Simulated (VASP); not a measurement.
Input:

```
HgI2
1.0
    7.40327     0.00000     0.00000
    0.00000     7.40327     0.00000
    0.00000     0.00000     7.40327
Hg I
4 8
Direct
  0.00000   0.00000   0.00000
  0.50000   0.50000   0.00000
  0.00000   0.50000   0.50000
  0.50000   0.00000   0.50000
  0.34675   0.34675   0.34675
  0.84675   0.15325   0.65325
  0.65325   0.84675   0.15325
  0.15325   0.65325   0.84675
  0.65325   0.65325   0.65325
  0.15325   0.84675   0.34675
  0.34675   0.15325   0.84675
  0.84675   0.34675   0.15325
```

Calculation: PBEsol GGA, VASP's PBE PAW potentials (set 64) (plane waves; VASP 6.6.1). Numerical set-up: 400 eV cut-off, 5×5×5 Γ-centred mesh, tetrahedra with Blöchl corrections, potentials Hg I.

Unless said otherwise, spin-orbit coupling is left out, though it shifts the bands of the heavy elements here.

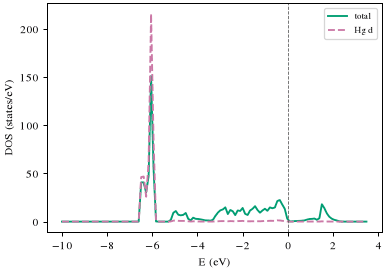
Total and projected density of states, zero at the Fermi level

Within 2 eV below the Fermi level the largest weight inside VASP's projection spheres is I p.

It has no gap at this level: it comes out as a metal or semimetal.

The structure was generated: HgI2 was put into the pyrite type (Pa-3), which need not be its known phase. It was relaxed first, which changed the volume by +10 %.
